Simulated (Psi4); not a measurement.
# USCAN/pcseg-2 (sweep point 3) run of SiPH3Cl (SMILES P[SiH]Cl)

What is the vertical electron affinity of SiPH3Cl at USCAN/pcseg-2 (sweep point 3)? The job is set up through a Python script.

The results are computed with Psi4 1.11.

## (1) The molecule

SiPH3Cl has 6 atoms, charge 0, and is taken as a doublet. As SMILES, `P[SiH]Cl`. Geometry: relaxed at GFN2-xTB. This is one conformer, not always the lowest.

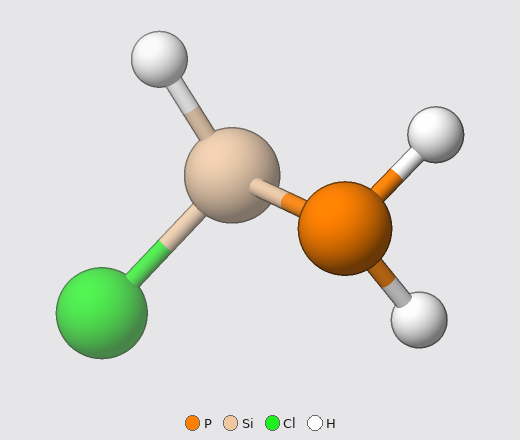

Viewed from a chosen angle; phosphorus orange, silicon light orange, chlorine green, hydrogen white.

## (2) A single-point energy at USCAN/pcseg-2 (sweep point 3)

Input file job.py:

```python
import psi4

psi4.set_memory(1600000000)
psi4.set_num_threads(1)
psi4.set_output_file('output.dat', False)

molecule = psi4.geometry("""
0 2
P     -0.78635283     0.64175099    -2.17197562
Si     0.68581941    -0.24955723     1.69304343
Cl     2.74588544    -3.48769743     1.55052029
H     -2.67362232    -1.17559862    -2.18584621
H     -2.41832032     2.52055450    -1.36455234
H      2.44655282     1.75054780     2.47881045
units bohr
symmetry c1
""")

psi4.set_options({
    'basis': 'pcseg-2',
    'reference': 'uks',
    'puream': True,
    'scf_type': 'pk',
    'dft_radial_points': 99,
    'dft_spherical_points': 590,
    'maxiter': 150,
})

energy_value = psi4.energy('scan', molecule=molecule)
print('E =', round(energy_value, 9))
```

Command:

```sh
$ python job.py
```

output.dat:

```text
[...]
  Running in c1 symmetry.
[...]
  Nuclear repulsion =  183.010125400386983
[...]
  Multiplicity = 2
[...]
  Nalpha       = 25
  Nbeta        = 24
[...]
    Number of basis functions: 144
[...]
   @UKS iter   1: -1092.87527108610493   -1.08256e-01   3.22734e-03 ADIIS/DIIS
[...]
   @UKS iter   9: -1092.98551715310191   -7.12323e-08   9.19167e-07 DIIS
[...]
   @S^2 Observed:                7.545268556E-01
[...]
    Orbital Energies [Eh]
    ---------------------
    Alpha Occupied:
       1A   -101.209611     2A    -76.766040     3A    -65.854705
       4A     -9.369202     5A     -7.112129     6A     -7.107656
       7A     -7.106691     8A     -6.476949     9A     -5.239264
      10A     -4.622655    11A     -4.621725    12A     -4.619161
      13A     -3.584645    14A     -3.582851    15A     -3.579862
      16A     -0.802753    17A     -0.632741    18A     -0.491762
      19A     -0.395246    20A     -0.366329    21A     -0.352437
      22A     -0.333174    23A     -0.300211    24A     -0.279072
      25A     -0.197154
    Alpha Virtual:
[...]
  @UKS Final Energy: -1092.98551715310191
   => Energetics <=
    Nuclear Repulsion Energy =            183.0101254003869826
    One-Electron Energy =               -1875.6248641136821789
    Two-Electron Energy =                 673.3186293415911905
    DFT Exchange-Correlation Energy =     -73.6894077813980601
    Empirical Dispersion Energy =           0.0000000000000000
    VV10 Nonlocal Energy =                  0.0000000000000000
    Total Energy =                      -1092.9855171531019096
[...]
 Multipole Moments:
 ------------------------------------------------------------------------------------
     Multipole            Electronic (a.u.)      Nuclear  (a.u.)        Total (a.u.)
 ------------------------------------------------------------------------------------
 L = 1.  Multiply by 2.5417464519 to convert [e a0] to [Debye]
 Dipole X            :          2.1974390           -2.7324996           -0.5350606
 Dipole Y            :         -3.0839363            3.4874070            0.4034707
 Dipole Z            :          0.4310465           -0.3868542            0.0441923
 Magnitude           :                                                    0.6715887
[...]
```

On the terminal:

```text
E = -1092.985517153
```

Run time: 75 s. Hardware: 1 thread of Intel Xeon Platinum 8375C at 2.90GHz (Ice Lake), shared host; peak memory 1.2 GiB.

## (3) The singlet anion

Input file run.py:

```python
import psi4

psi4.set_memory('1600 MB')
psi4.set_num_threads(1)
psi4.core.set_output_file('output.dat', False)

geom = psi4.geometry("""
-1 1
P     -0.78635283     0.64175099    -2.17197562
Si     0.68581941    -0.24955723     1.69304343
Cl     2.74588544    -3.48769743     1.55052029
H     -2.67362232    -1.17559862    -2.18584621
H     -2.41832032     2.52055450    -1.36455234
H      2.44655282     1.75054780     2.47881045
units au
symmetry c1
""")

psi4.set_options({
    'puream': True,
    'scf_type': 'pk',
    'dft_radial_points': 99,
    'dft_spherical_points': 590,
})

E, wfn = psi4.energy("scan/pcseg-2", molecule=geom, return_wfn=True)
print('E =', round(E, 9))
```

Command:

```sh
$ python run.py
```

output.dat:

```text
[...]
  Running in c1 symmetry.
[...]
  Nuclear repulsion =  183.010125400386983
[...]
  Multiplicity = 1
[...]
  Nalpha       = 25
  Nbeta        = 25
[...]
    Number of basis functions: 144
[...]
   @RKS iter   1: -1092.80351551212902   -3.65001e-02   4.14213e-03 ADIIS/DIIS
[...]
   @RKS iter   9: -1093.02320066597304   -1.67822e-08   2.90220e-07 DIIS
[...]
    Orbital Energies [Eh]
    ---------------------
    Doubly Occupied:
       1A   -101.010035     2A    -76.566721     3A    -65.600361
       4A     -9.171219     5A     -6.913395     6A     -6.909540
       7A     -6.908639     8A     -6.278410     9A     -4.987449
      10A     -4.425055    11A     -4.422675    12A     -4.418986
      13A     -3.332355    14A     -3.329529    15A     -3.326252
      16A     -0.605581    17A     -0.435668    18A     -0.276929
      19A     -0.205093    20A     -0.167417    21A     -0.155621
      22A     -0.133284    23A     -0.108123    24A     -0.075435
      25A      0.054187
[...]
  @RKS Final Energy: -1093.02320066597304
   => Energetics <=
    Nuclear Repulsion Energy =            183.0101254003869826
    One-Electron Energy =               -1885.8488085558478815
    Two-Electron Energy =                 683.7405277027523880
    DFT Exchange-Correlation Energy =     -73.9250452132647240
    Empirical Dispersion Energy =           0.0000000000000000
    VV10 Nonlocal Energy =                  0.0000000000000000
    Total Energy =                      -1093.0232006659730359
[...]
 Multipole Moments:
 ------------------------------------------------------------------------------------
     Multipole            Electronic (a.u.)      Nuclear  (a.u.)        Total (a.u.)
 ------------------------------------------------------------------------------------
 L = 1.  Multiply by 2.5417464519 to convert [e a0] to [Debye]
 Dipole X            :          2.9729326           -2.7324996            0.2404331
 Dipole Y            :         -3.8342066            3.4874070           -0.3467996
 Dipole Z            :         -0.2089983           -0.3868542           -0.5958526
 Magnitude           :                                                    0.7301495
[...]
```

The script printed:

```text
E = -1093.023200666
```

Wall time 40 s (1 thread of Intel Xeon Platinum 8375C at 2.90GHz (Ice Lake), shared host); peak memory 1.2 GiB.

## (4) What came out

Level: USCAN/pcseg-2 (sweep point 3).

```
                                                            quantity           value
                                       doublet SiPH3Cl: total energy  -1092.98552 Eh
                                      doublet SiPH3Cl: dipole moment          1.71 D
                 doublet SiPH3Cl: HOMO energy (highest over α and β)        -5.36 eV
                  doublet SiPH3Cl: LUMO energy (lowest over α and β)        -3.32 eV
                                               doublet SiPH3Cl: ⟨S²⟩           0.755
                                         singlet anion: total energy  -1093.02320 Eh
                                          singlet anion: HOMO energy         1.47 eV
                                          singlet anion: LUMO energy         4.26 eV
singlet anion: HOMO–LUMO gap (to an unbound level, set by the basis)         2.78 eV
                   vertical electron affinity (to the singlet anion)        1.025 eV
```

At fixed nuclei the extra electron is bound by 1.03 eV (99 kJ/mol). The basis has no diffuse functions, so the error can be as large as this value. The HOMO (singlet anion) lies at positive energy, 1.47 eV, as semi-local functionals often give for anions; only total energies tell whether the electron is bound.
